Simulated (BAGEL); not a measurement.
# HF/cc-pVDZ (density fitting with qzvpp-jkfit) run of GaHCl2 (SMILES [Cl][GaH][Cl])

What is the vertical singlet–triplet gap of GaHCl2 at HF/cc-pVDZ (density fitting with qzvpp-jkfit)? 

The calculation is run with BAGEL 1.2.2.

1 further run of the same task is left out (it didn't finish).

**1. The molecule**

The species is GaHCl2 (4 atoms), meant as a singlet with charge 0. SMILES: `[Cl][GaH][Cl]`. The shape is that of a PBE0-D4/def2-TZVP optimisation.

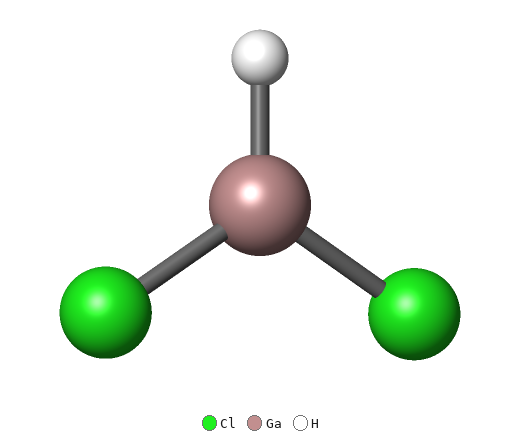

Viewed from a chosen angle; chlorine green, gallium pink, hydrogen white.

**2. The energy at HF/cc-pVDZ (density fitting with qzvpp-jkfit)**

File hf.json:

```json
{ "bagel" : [

{
  "title" : "molecule",
  "basis" : "cc-pvdz.json",
  "df_basis" : "qzvpp-jkfit",
  "angstrom" : true,
  "geometry" : [
    { "atom" : "Cl", "xyz" : [      -1.941100,      -0.099200,      -0.563400 ] },
    { "atom" : "Ga", "xyz" : [       0.104300,       0.143900,      -0.029400 ] },
    { "atom" : "Cl", "xyz" : [       1.031000,      -1.579900,       0.805800 ] },
    { "atom" : "H", "xyz" : [       0.861300,       1.474900,      -0.233300 ] }
  ]
},

{
  "title" : "hf"
},

{
  "title" : "print",
  "file" : "orbitals.molden",
  "orbitals" : true
}

]}
```

The basis set cc-pVDZ is read from a file made from the Basis Set Exchange's data (not shown).

Started as:

```console
$ BAGEL_NUM_THREADS=1 BAGEL hf.json > hf.out
```

Output:

```text
* using 1 threads per process

  ===============================================================
  ===============================================================

  *** Geometry ***

  { "atom" : "Cl", "xyz" : [     -3.668147,     -0.187461,     -1.064672 ] },
  { "atom" : "Ga", "xyz" : [      0.197098,      0.271932,     -0.055558 ] },
  { "atom" : "Cl", "xyz" : [      1.948308,     -2.985578,      1.522741 ] },
  { "atom" : "H", "xyz" : [      1.627621,      2.787157,     -0.440873 ] },

  Number of auxiliary basis functions:      540

  Since a DF basis is specified, we compute 2- and 3-index integrals:
    o Being stored without compression. Storage requirement is 0.020 GB

  Number of basis functions:       68
  Number of electrons      :       66

    * METHOD: MOLECULE                             0.29

  *** RHF ***

  === Nuclear Repulsion ===
   320.8837562877

      * DIIS with orbital gradients will be used.

  === RHF iteration (cc-pvdz.json) ===
      0      -2842.84740313          0.00812021           0.11
      1      -2842.91086558          0.00356872           0.10
      2      -2842.92094444          0.00068809           0.10
      3      -2842.92142608          0.00012860           0.10
      4      -2842.92144164          0.00002992           0.10
      5      -2842.92144260          0.00000738           0.10
      6      -2842.92144267          0.00000173           0.10
      7      -2842.92144267          0.00000036           0.10
      8      -2842.92144267          0.00000014           0.10
      9      -2842.92144267          0.00000003           0.10
     10      -2842.92144267          0.00000001           0.10
    * SCF iteration converged.

    * Permanent dipole moment:
           (   -0.391138,    -0.687610,     0.105246) a.u.

    * METHOD: HF                                   1.32

    * METHOD: PRINT                                0.01

  ===============================================================
```

Wall time 1.8 s (1 thread of Arm Neoverse V1, shared host); peak memory 0.12 GiB.

**3. The triplet**

File hf.json:

```json
{ "bagel": [

{
  "title": "molecule",
  "basis": "cc-pvdz.json",
  "df_basis": "qzvpp-jkfit",
  "angstrom": "true",
  "geometry": [
    { "atom": "Cl", "xyz": [      -1.941100,      -0.099200,      -0.563400 ] },
    { "atom": "Ga", "xyz": [       0.104300,       0.143900,      -0.029400 ] },
    { "atom": "Cl", "xyz": [       1.031000,      -1.579900,       0.805800 ] },
    { "atom": "H", "xyz": [       0.861300,       1.474900,      -0.233300 ] }
  ]
},

{
  "title": "uhf",
  "nopen": 2
},

{
  "title": "print",
  "file": "orbitals.molden",
  "orbitals": "true"
}

]}
```

The basis set cc-pVDZ is read from a file made from the Basis Set Exchange's data (not shown).

Started as:

```console
$ BAGEL_NUM_THREADS=1 BAGEL hf.json > hf.out
```

Output:

```text
* using 1 threads per process

  ===============================================================
  ===============================================================

  *** Geometry ***

  { "atom" : "Cl", "xyz" : [     -3.668147,     -0.187461,     -1.064672 ] },
  { "atom" : "Ga", "xyz" : [      0.197098,      0.271932,     -0.055558 ] },
  { "atom" : "Cl", "xyz" : [      1.948308,     -2.985578,      1.522741 ] },
  { "atom" : "H", "xyz" : [      1.627621,      2.787157,     -0.440873 ] },

  Number of auxiliary basis functions:      540

  Since a DF basis is specified, we compute 2- and 3-index integrals:
    o Being stored without compression. Storage requirement is 0.020 GB

  Number of basis functions:       68
  Number of electrons      :       66

    * METHOD: MOLECULE                             0.29

  *** Open-shell HF ***

  === Nuclear Repulsion ===
   320.8837562877

      * DIIS with orbital gradients will be used.

  === UHF iteration (cc-pvdz.json) ===
      0      -2842.57140255          0.01413269           0.21
      1      -2842.63228274          0.00826389           0.20
      2      -2842.64716879          0.00407935           0.21
      3      -2842.65178868          0.00121330           0.21
      4      -2842.65376932          0.00084710           0.21
      5      -2842.65469038          0.00054442           0.21
      6      -2842.65540224          0.00031120           0.20
      7      -2842.65570034          0.00011732           0.20
      8      -2842.65573805          0.00003679           0.20
      9      -2842.65574125          0.00001716           0.20
     10      -2842.65574209          0.00001266           0.20
     11      -2842.65574277          0.00001409           0.20
     12      -2842.65574214          0.00001190           0.20
     13      -2842.65574195          0.00001050           0.21
     14      -2842.65574177          0.00000662           0.20
     15      -2842.65574169          0.00000164           0.20
     16      -2842.65574169          0.00000047           0.20
     17      -2842.65574169          0.00000024           0.20
     18      -2842.65574169          0.00000017           0.20
     19      -2842.65574169          0.00000015           0.20
     20      -2842.65574169          0.00000013           0.20
     21      -2842.65574169          0.00000012           0.20
     22      -2842.65574169          0.00000011           0.20
     23      -2842.65574169          0.00000011           0.20
     24      -2842.65574169          0.00000010           0.20
     25      -2842.65574169          0.00000009           0.20
     26      -2842.65574169          0.00000005           0.20
     27      -2842.65574169          0.00000002           0.20
     28      -2842.65574169          0.00000002           0.20
     29      -2842.65574169          0.00000001           0.20
     30      -2842.65574169          0.00000001           0.21
    * SCF iteration converged.

    * S^2 (UHF) is 2.0180

    * Permanent dipole moment:
           (   -0.727068,    -1.278499,     0.195643) a.u.

    * METHOD: UHF                                  6.48

    * METHOD: PRINT                                0.01

  ===============================================================
```

It took 7.2 s on 1 thread of Arm Neoverse V1, shared host; peak memory 0.12 GiB.

**4. Results**

Level: HF/cc-pVDZ (density fitting with qzvpp-jkfit).

```
                                        quantity           value
                           singlet: total energy  -2842.92144 Eh
                          singlet: dipole moment          2.03 D
                            singlet: HOMO energy       -12.39 eV
                            singlet: LUMO energy         1.15 eV
                          singlet: HOMO–LUMO gap        13.54 eV
                           triplet: total energy  -2842.65574 Eh
                          triplet: dipole moment          3.77 D
                                   triplet: ⟨S²⟩           2.018
vertical energy of the triplet above the singlet        7.230 eV
```

**Reading.** At this shape the triplet lies 7.23 eV (698 kJ/mol) above the singlet.
